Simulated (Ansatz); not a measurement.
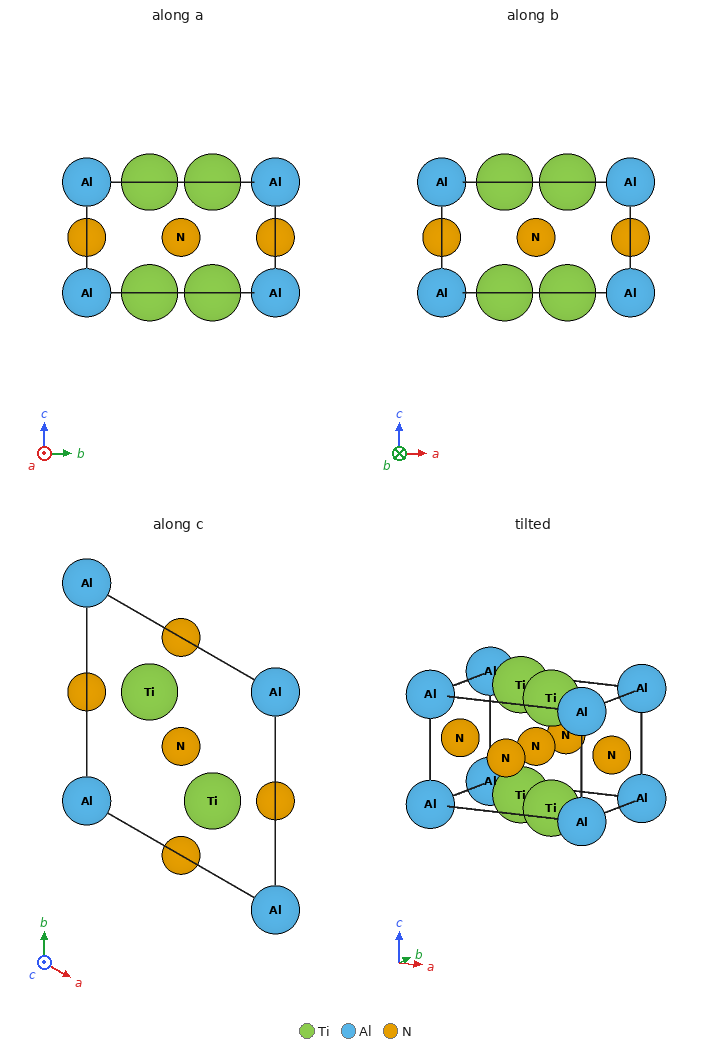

Spheres-only model, viewed along the a axis, along the b axis, along the c axis and slightly off an axis. One conventional unit cell is framed, with atoms on its boundary repeated.

Lattice parameters: a = 5.3706 Å, b = 5.3706 Å, c = 2.7279 Å, α = 90.000°, β = 90.000°, γ = 120.000°.

**Give the structure in the form of a CIF with its space group and independent sites.**

```cif
data_structure
_symmetry_space_group_name_H-M 'P 6/m m m'
_symmetry_Int_Tables_number 191
_cell_length_a 5.3706
_cell_length_b 5.3706
_cell_length_c 2.7279
_cell_angle_alpha 90.000
_cell_angle_beta 90.000
_cell_angle_gamma 120.000
_cell_volume 68.14
loop_
_atom_site_label
_atom_site_type_symbol
_atom_site_symmetry_multiplicity
_atom_site_Wyckoff_symbol
_atom_site_fract_x
_atom_site_fract_y
_atom_site_fract_z
_atom_site_occupancy
Ti1 Ti 2 c 0.6667 0.3333 0.0000 1
Al1 Al 1 a 0.0000 0.0000 0.0000 1
N1 N 3 g 0.5000 0.0000 0.5000 1
```

Starting structure: a structure type filled with these elements by a generator (whether the compound takes this form wasn't checked). It is drawn as it came out of a relaxation with Ansatz 0.2.0, DFT PBE, scalar-relativistic, plane waves, PAW.
